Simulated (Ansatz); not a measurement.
# Frequency calculation of CH₅AlO

The run: frequency calculation of CH₅AlO. Method and program: RKS PBE/cc-pVDZ (Ansatz 0.2.0).

It belongs to a series of runs on one base structure; here: vibrations at the highest image of the band. Figures and captions count atoms from 1; the log counts them from 0 in places.

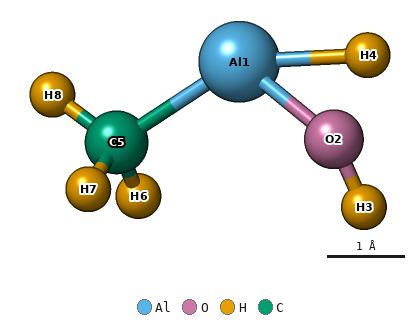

*The input geometry (ball-and-stick view, seen at a tilt; atoms are numbered from 1 in the order of the input). Sticks mark near contacts.*

## Key numbers

- outcome: converged
- total energy: −9753.4328 eV
- mean-field energy: −9753.4328 eV
- largest force (length of the vector): 0.004 eV/Å
- hardware: 1 thread of Arm Neoverse V2, 24 GiB of memory available, shared host
- wall time: 41 s
- peak memory: 0.1 GiB

## Input
```yaml
crystal:
  periodic: [false, false, false]
  atoms:
    - { symbol: Al, position_ang: [0.357973, 0.049309, -0.584998] }
    - { symbol: O, position_ang: [0.742534, 0.222306, 1.302265] }
    - { symbol: H, position_ang: [0.383799, -0.321628, 2.04641] }
    - { symbol: H, position_ang: [1.686219, -0.289379, 0.47797] }
    - { symbol: C, position_ang: [-1.598249, 0.026735, -0.989436] }
    - { symbol: H, position_ang: [-2.018613, -0.96902, -0.718778] }
    - { symbol: H, position_ang: [-2.125672, 0.789455, -0.374535] }
    - { symbol: H, position_ang: [-1.837591, 0.210822, -2.057199] }
basis:
  gaussian: { orbitals: cc-pVDZ }
hamiltonian:
  xc: pbe
phonons: {}
```

Launch command:
```bash
ansatz run input.yaml --threads 1 --pin off --max-ram 2048MiB --backend cpu --events-out ev --progress --plain --runs-dir out
```

## Log
```
Engine: ansatz 0.2.0, aarch64-unknown-linux-gnu
Functional definition: PBE
  parameter kappa = 0.804
  parameter beta = 0.06672455060314922
  exchange = pbe_x(kappa = kappa, mu = beta*pi^2/3)
  correlation = pbe_c(beta = beta)
858 factors; their error is unknown
mean field evaluation 1: about -9740.0530 eV, gradient 7.8e1 eV
mean field evaluation 2: about -9642.8356 eV, gradient 1.9e2 eV
mean field evaluation 4: about -9752.2771 eV, gradient 2.0e1 eV
mean field evaluation 8: about -9753.4730 eV, gradient 2.4e-1 eV
mean field evaluation 16: about -9753.4328 eV, gradient 2.5e-4 eV
mean field -9753.43277015 eV, -358.4320431889 hartree, gradient 1.1e-5 eV, S^2 0.000000; 0 other end points of the search recorded, 0 dependent functions left out
the calculation of the forces begins
reference -9753.43280713 eV, -358.4320445478 hartree; 16, 16 occupied and 55, 55 virtual orbitals, 858 factors
these checks for a lower state are left out or cut short: stability, starts, cluster_reference, orbital_swaps, neighbouring_geometries, increment
858 factors; their error is unknown
mean field -9753.43271798 eV, -358.4320412717 hartree, gradient 9.2e-7 eV, S^2 0.000000; 0 other end points of the search recorded, 0 dependent functions left out
[... from here on the field's lines of each further geometry are left out, up to the last ...]
the calculation of the forces begins
reference -9753.43271395 eV, -358.4320411235 hartree; 16, 16 occupied and 55, 55 virtual orbitals, 858 factors
these checks for a lower state are left out or cut short: stability, starts, cluster_reference, orbital_swaps, neighbouring_geometries, increment
858 factors; their error is unknown
mean field -9753.43267737 eV, -358.4320397792 hartree, gradient 2.1e-6 eV, S^2 0.000000; 0 other end points of the search recorded, 0 dependent functions left out
the calculation of the forces begins
reference -9753.43271434 eV, -358.4320411380 hartree; 16, 16 occupied and 55, 55 virtual orbitals, 858 factors
WARN: phonons: modes at or below zero, which the zero-point energy, F, S and C_V leave out: 1, the lowest at -1249.60 cm⁻¹. A minimum has none, and a first-order saddle one
Total energy: -9753.43280713 eV, -358.4320445478 hartree
Atom 0 at     0.357973     0.049309    -0.584998 Å, force     0.000135    -0.000796     0.000579 eV/Å
Atom 1 at     0.742534     0.222306     1.302265 Å, force    -0.000250     0.002954     0.002145 eV/Å
Atom 2 at     0.383799    -0.321628     2.046410 Å, force    -0.001856    -0.000655     0.000053 eV/Å
Atom 3 at     1.686219    -0.289379     0.477970 Å, force     0.001695    -0.001350    -0.003180 eV/Å
Atom 4 at    -1.598249     0.026735    -0.989436 Å, force     0.000058     0.000841     0.000840 eV/Å
Atom 5 at    -2.018613    -0.969020    -0.718778 Å, force    -0.000035    -0.000475    -0.000461 eV/Å
Atom 6 at    -2.125672     0.789455    -0.374535 Å, force    -0.000023    -0.000629    -0.000062 eV/Å
Atom 7 at    -1.837591     0.210822    -2.057199 Å, force     0.000275     0.000109     0.000086 eV/Å
Dipole moment:    -0.282812    -0.173595     0.197257 e Å
Vibrations: -1249.60 57.25 157.22 229.48 369.64 519.31 526.07 580.68 648.08 808.17 1130.85 1358.08 1367.64 1611.12 2941.73 3030.05 3059.89 3491.57 cm⁻¹, zero-point energy 1.356811 eV
```

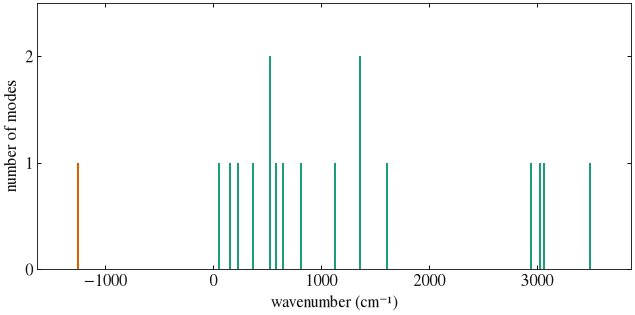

*Harmonic vibrational wavenumbers from the force constants; neighbouring modes closer than 22 cm⁻¹ are counted in one stick, and imaginary ones are drawn at negative wavenumbers.*

18 modes from 1250i to 3492 cm⁻¹, 1 imaginary beyond 8i (1250i cm⁻¹): a first-order saddle point, if the geometry is stationary.
